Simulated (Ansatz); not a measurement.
```xyz
34

C    -5.2842    2.2535    1.1802
C    -4.5770    1.5379    0.4986
C    -3.7341    0.6556   -0.2967
C    -3.5366   -0.7311    0.3384
C    -2.7545   -1.6984   -0.5525
C    -1.3501   -1.2387   -0.9549
C    -0.4151   -0.9555    0.2192
C     1.0107   -0.6203   -0.2121
C     1.9473   -0.3404    0.9622
C     3.4051   -0.0905    0.5715
C     3.6378    1.1674   -0.2654
C     5.1127    1.4199   -0.5593
H    -5.9090    2.8931    1.7754
H    -2.7549    1.1440   -0.4537
H    -4.1770    0.5395   -1.3043
H    -4.5278   -1.1612    0.5602
H    -3.0360   -0.6081    1.3144
H    -3.3418   -1.8976   -1.4680
H    -2.6771   -2.6675   -0.0265
H    -1.4123   -0.3398   -1.5971
H    -0.8968   -2.0193   -1.5929
H    -0.3988   -1.8337    0.8936
H    -0.8108   -0.1200    0.8269
H     1.4184   -1.4574   -0.8118
H     0.9833    0.2510   -0.8922
H     1.5671    0.5294    1.5321
H     1.9045   -1.1972    1.6597
H     3.7918   -0.9699    0.0206
H     4.0161   -0.0214    1.4907
H     3.0835    1.0924   -1.2181
H     3.2082    2.0379    0.2658
H     5.6900    1.5413    0.3726
H     5.5579    0.5762   -1.1130
H     5.2593    2.3290   -1.1636
```

Geometry: r2SCAN-D4/def2-SVP; not at a stationary point (largest force 1.3 eV/Å).

Theory: RKS PBE0-D4/def2-TZVP (Ansatz).

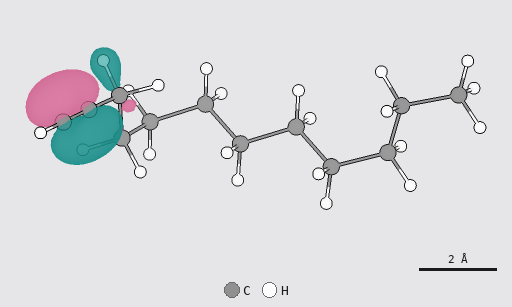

C12H22 (SMILES C#CCCCCCCCCCC). The HOMO−1 at ±0.2 Å⁻³ᐟ² (teal and pink are the two phases), seen from one side.

Describe this orbital and give its energy.

Answer. Its weight (Hirshfeld) is mainly on C1 (about 45 %), C2 (about 35 %) and C3 (about 5 %); π-bonding across C1–C2. Its energy is −7.57 eV.
